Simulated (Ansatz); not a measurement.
# One shape, several levels: AlH3 (SMILES [AlH3])

Aim: a comparison of 6 runs (SVWN5/3-21G, revPBE/3-21G, B3LYP/6-31G*, r2SCAN/6-31G*, wB97X/6-31G*, CCSD(T)/3-21G) of AlH3. 

Program for the calculation: Ansatz 0.2.0.

74 further runs of the same task are left out: 3 that didn't finish, 71 set aside as unsound or not needed.

**1. The system as given**

AlH3: 4 atoms, total charge 0, spin state singlet. SMILES: `[AlH3]`. The H3–Al1 distance was set to 2.379 Å, away from the relaxed value. At this shape a bond of the SMILES string is far longer than usual.

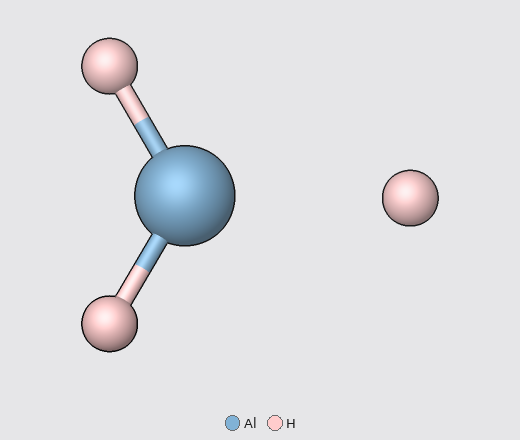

The structure, seen from a chosen angle (aluminium light blue, hydrogen pink).

**2. A single-point energy at SVWN5/3-21G (run 1)**

Input file molecule.yaml:

```yaml
crystal:
  periodic: [false, false, false]
  atoms:
    - {symbol: Al, position_ang: [0.690918, 0.393781, -0.060197]}
    - {symbol: H, position_ang: [1.310418, 1.079481, 1.228503]}
    - {symbol: H, position_ang: [-1.340800, -0.832000, 0.105100]}
    - {symbol: H, position_ang: [1.426618, 0.524281, -1.458997]}
basis:
  gaussian:
    orbitals: 3-21G.json
total_charge: 0
hamiltonian:
  xc: {name: SVWN5}
accuracy: high
```

The basis set 3-21G is read from a file made from the Basis Set Exchange's data (not shown).

Started as:

```bash
$ ansatz run molecule.yaml --threads 1 --pin off --max-ram 2610MiB --events-out events.jsonl --progress --plain --runs-dir runs
```

Log:

```text
Warning: RAYON_NUM_THREADS=1 ignored (pool sized by the plan → 1); use --threads N
Functional definition: SVWN5
  name "SVWN5"
  exchange = slater_x
  correlation = vwn5_c
369 factors; integrals over basis functions are off by at most 2.6e-9 eV
mean field evaluation 1: about -6575.9928 eV, gradient 1.1e1 eV
mean field evaluation 2: about -6575.8205 eV, gradient 1.1e1 eV
mean field evaluation 4: about -6576.5258 eV, gradient 6.5e-1 eV
mean field evaluation 8: about -6576.5230 eV, gradient 8.3e-4 eV
mean field evaluation 16: about -6576.5230 eV, gradient 4.4e-8 eV
mean field -6576.52301526 eV, -241.6827630833 hartree, gradient 4.4e-8 eV, S^2 0.000000; 0 other end points of the search recorded, 0 dependent functions left out
reference -6576.52301857 eV, -241.6827632052 hartree; 8, 8 occupied and 11, 11 virtual orbitals, 369 factors
Total energy: -6576.52301857 eV, -241.6827632052 hartree
```

Run time: 0.38 s. Hardware: 1 thread of Arm Neoverse V2, shared host.

**3. The energy at revPBE/3-21G (run 2)**

Input file run.yaml:

```yaml
basis:
  gaussian:
    orbitals: 3-21G.json
crystal:
  periodic: [false, false, false]
  atoms:
    - {symbol: Al, position_ang: [0.690918, 0.393781, -0.060197]}
    - {symbol: H, position_ang: [1.310418, 1.079481, 1.228503]}
    - {symbol: H, position_ang: [-1.340800, -0.832000, 0.105100]}
    - {symbol: H, position_ang: [1.426618, 0.524281, -1.458997]}
hamiltonian:
  xc: {name: revPBE}
accuracy: high
```

The basis set 3-21G is read from a file made from the Basis Set Exchange's data (not shown).

Started as:

```bash
$ ansatz run run.yaml --threads 1 --pin off --max-ram 2610MiB --events-out events.jsonl --progress --plain --runs-dir runs
```

Log:

```text
Warning: RAYON_NUM_THREADS=1 ignored (pool sized by the plan → 1); use --threads N
Functional definition: revPBE
  name "revPBE"
  parameter kappa = 1.245
  parameter beta = 0.06672455060314922
  exchange = pbe_x(kappa = kappa, mu = beta*pi^2/3)
  correlation = pbe_c(beta = beta)
369 factors; integrals over basis functions are off by at most 2.6e-9 eV
mean field evaluation 1: about -6604.0510 eV, gradient 1.3e1 eV
mean field evaluation 2: about -6603.4138 eV, gradient 1.5e1 eV
mean field evaluation 4: about -6604.8667 eV, gradient 6.2e-1 eV
mean field evaluation 8: about -6604.8631 eV, gradient 6.7e-3 eV
mean field evaluation 16: about -6604.8631 eV, gradient 1.2e-7 eV
mean field -6604.86312477 eV, -242.7242428984 hartree, gradient 5.6e-8 eV, S^2 0.000000; 0 other end points of the search recorded, 0 dependent functions left out
reference -6604.86312906 eV, -242.7242430561 hartree; 8, 8 occupied and 11, 11 virtual orbitals, 369 factors
Total energy: -6604.86312906 eV, -242.7242430561 hartree
```

It took 0.58 s on 1 thread of Arm Neoverse V2, shared host.

Runs 3 to 5 aren't shown in full; the table further down has their settings and results.

**4. The energy at CCSD(T)/3-21G (run 6)**

Changes to run.yaml since step 3:

```diff
@@ -1,4 +1 @@
-basis:
-  gaussian:
-    orbitals: 3-21G.json
 crystal:
@@ -10,4 +7,6 @@
     - {symbol: H, position_ang: [1.426618, 0.524281, -1.458997]}
-hamiltonian:
-  xc: {name: revPBE}
+basis:
+  gaussian: {orbitals: 3-21G.json}
+correlation: {method: ccsd_t, frozen_orbitals: {Al: 5, H: 0}}
 accuracy: high
+scf: {omitted_lower_state_checks: [cluster_reference, increment]}
```

The basis set 3-21G is read from a file made from the Basis Set Exchange's data (not shown).

Started as:

```bash
$ ansatz run run.yaml --threads 1 --pin off --max-ram 2610MiB --events-out events.jsonl --progress --plain --runs-dir runs
```

Log (excerpt; [...] marks lines left out):

```text
Warning: RAYON_NUM_THREADS=1 ignored (pool sized by the plan → 1); use --threads N
Functional definition: HF
  name "HF"
[...]
369 factors; integrals over basis functions are off by at most 2.6e-9 eV
[...]
mean field -6591.02984157 eV, -242.2158791171 hartree, gradient 1.8e-8 eV, S^2 0.000000; 0 other end points of the search recorded, 0 dependent functions left out; unrestricted orbitals would lower it
5 core orbitals not correlated: weight in the atoms' cores, before any rotation towards them, 1.000 or more for the frozen orbitals, at most 0.000 for the correlated occupied ones
reference -6591.02984157 eV, -242.2158791171 hartree; 3, 3 occupied and 11, 11 virtual orbitals, 369 factors
second order -1.31849334 eV of doubles, -0.00000000 eV of singles
cycle   1  -1.71847873 eV  change   -4.0e-1 eV  update   7.3e-2
[...]
cycle  24  -2.01571875 eV  change   1.8e-10 eV  update  1.2e-10
perturbative correction -0.03231765 eV, -0.0011876517 hartree
Total energy: -6593.07787797 eV, -242.2911430666 hartree
Checks for a lower state left out: cluster_reference, increment
```

It took 0.12 s on 1 thread of Arm Neoverse V2, shared host.

**5. Overview of the runs**

```
run                                level  frozen core orbitals  energy (Eh)  wall time
  1                          SVWN5/3-21G                     –  -241.682763     0.38 s
  2                         revPBE/3-21G                     –  -242.724243     0.58 s
  3   B3LYP/6-31G* (spherical functions)                     –  -244.140047     0.82 s
  4  r2SCAN/6-31G* (spherical functions)                     –  -244.078169      1.6 s
  5   wB97X/6-31G* (spherical functions)                     –  -244.101781      3.3 s
  6                        CCSD(T)/3-21G                     5  -242.291143     0.12 s
```

**6. Results**

| quantity | value |
| --- | --- |
| run 6: total energy | -242.29114 Eh |
| run 6: correlation energy (5 core orbitals frozen) | -75.3 mEh |
| run 6: (T) correction | -1.19 mEh |
| run 6: T1 diagnostic | 0.019 |

Totals of different functionals can't be ranked against each other. In run 6 the log says that unrestricted orbitals would lower the reference, so the values rest on an unstable closed-shell determinant (other closed-shell runs at this shape may share the fault). All runs together took 6.8 s, the longest 3.3 s.
